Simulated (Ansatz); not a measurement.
# Memory against size: liquid mixture of sulfolane and cyclohexane at 300 K (111 atoms) repeated, support functions

Density of this cell: 1.11 g/cm³. The cell holds 111 atoms: 32 C, 64 H, 10 O and 5 S. Its edges and angles: a = 10.479 Å, b = 10.479 Å, c = 10.479 Å, α = 90.0°, β = 90.0°, γ = 90.0°. 5 sulfolane, 2 cyclohexane placed at random, at 1.11 g/cm³; overlaps pushed apart, then 10 ps at 450 K with MMFF94 bonds, angles, torsions, charges and radii (Halgren, J. Comput. Chem. 17, 490 (1996)) in harmonic and 12-6 forms. Snapshot after 20 ps at 300 K and fixed volume.

Calculated with Ansatz 0.2.0: Kohn-Sham DFT, PBE+D4, PAW (set soft_2), localised support functions (medium); the typed cell is repeated and solved at Γ on 1 × NVIDIA GB200 with 32 threads of Arm Neoverse V2, shared host.

| atoms | memory planned on the GPU (GiB) | repeats | SCF cycles |
| --- | --- | --- | --- |
| 111 | 2.6 | 1×1×1 | 14 |
| 888 | 13 | 2×2×2 | 13 |
| 2997 | ? | ? | ? |
| 7104 | 110.7 | 4×4×4 | 17 |

Task: Fit a power law of the atom count to the rows given and interpolate to the withheld row.

Worked fit:

A power law y = A x^b is a line in u = ln x and v = ln y.

| u = ln x | v = ln y |
| --- | --- |
| 4.70953 | 0.955511 |
| 6.78897 | 2.56495 |
| 8.86841 | 4.70682 |

With n = 3: mean u = 6.78897, mean v = 2.74243, Σ(u − ū)² = 8.6482, Σ(u − ū)(v − v̄) = 7.8006. Slope b = 7.8006 / 8.6482 = 0.90200; intercept a = v̄ − b ū = -3.3812.

At the withheld row u = 8.005, v = a + b u = 3.840, and y = exp(v).

Prediction at 2997: 46.51 GiB. The run gave 42.5 GiB, so the fit is high by 4.0 GiB (9.4 % of the value).

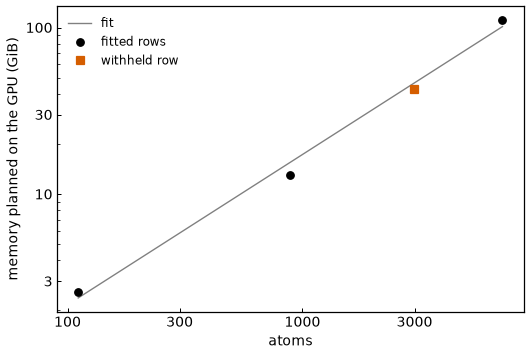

The fit, the rows that it rests on and the withheld row.

The fitted exponent is 0.90. Between neighbouring rows, the withheld one included, the exponents are 0.77, 0.97 and 1.1, so one power law doesn't hold over the range. Among the rows given, the largest relative miss of the fit is at 888, by 2.5 GiB (19 %).

Limits: One run a row. Whether the card's size bounds the plan at the largest cells wasn't tested.

[Hosts, paths, dates, database ids (printed as entryN), source tags and the programs' standing remarks are cut or masked in the printed files.]

[The MMFF94 radii named for the starting cell were scaled by 0.96; in molecules described by MMFF94, hydrogen bound to N, O or S took a small fixed 12-6 site in their place.]
